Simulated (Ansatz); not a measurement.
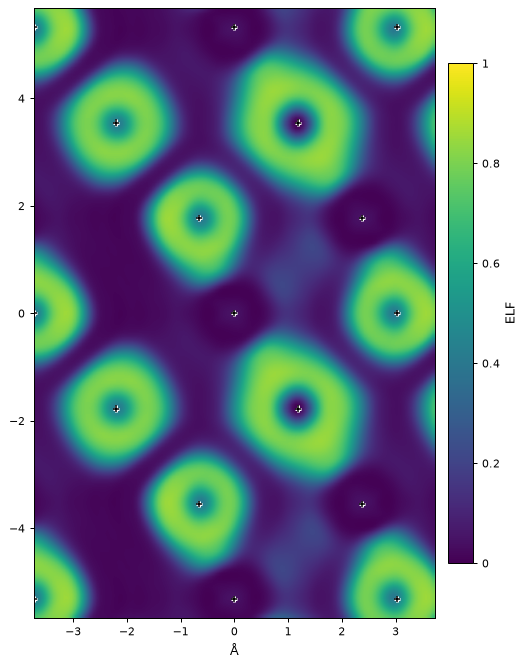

The electron localisation function on a plane through atoms (crosses mark nuclei in the plane).

Computed with DFT PBE, scalar-relativistic, plane waves, PAW (Ansatz).

Candidates:
A. ZrGe4Mo, a = 7.56 Å, b = 7.56 Å, c = 7.56 Å, α = 90.00°, β = 90.00°, γ = 90.00°. Space group F-43m; a structure generated by program, which may or may not match a known phase; computed without spin polarisation.
B. VMo3Se8, a = 3.33 Å, b = 3.33 Å, c = 29.82 Å, α = 90.00°, β = 90.00°, γ = 120.00°. Space group P-6m2; a structure generated by program, which may or may not match a known phase; spin-polarised.
C. Al2NF3, a = 3.07 Å, b = 3.07 Å, c = 6.77 Å, α = 90.00°, β = 90.00°, γ = 120.00°. Space group P-3m1; a structure generated by program, which may or may not match a known phase.

> Which candidate gave the map?

Candidate C: Al2NF3 on the (110) plane of the conventional cell, which holds Al, N and F. Al–F (1.89 Å): the ELF peaks at about 0.85 in the valence shell of F, 0.6 Å from its nucleus, and is about 0.70 at the midpoint. Al–N (2.13 Å): the ELF peaks at about 0.85 in the valence shell of N, 0.7 Å from its nucleus, and is about 0.80 at the midpoint.
